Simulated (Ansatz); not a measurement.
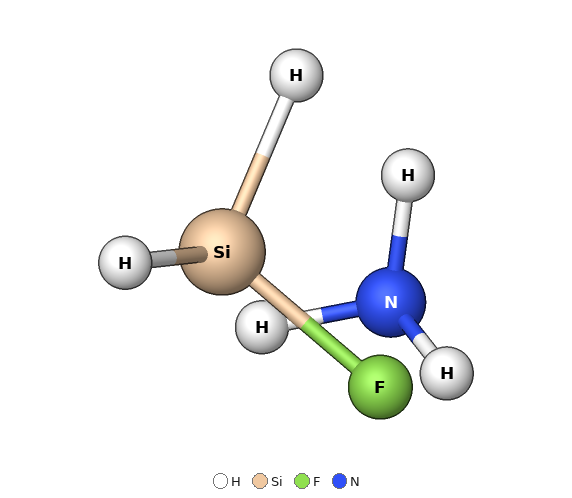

The species is neutral and a spin doublet. Sticks follow a distance rule. Harmonic vibrations computed with UKS PBE0-D4/def2-TZVP (Ansatz 0.2.0) at a stationary point of the same level.

### Minimum or transition state?

A minimum: no imaginary frequency, and the lowest mode lies at 71 cm⁻¹.

### How many vibrational modes are there, and where do they lie?

18 modes: 71, 72, 91, 131, 183, 227, 704, 791, 867, 920, 971, 1660, 1665, 2174, 2214, 3507, 3642, 3644 cm⁻¹.
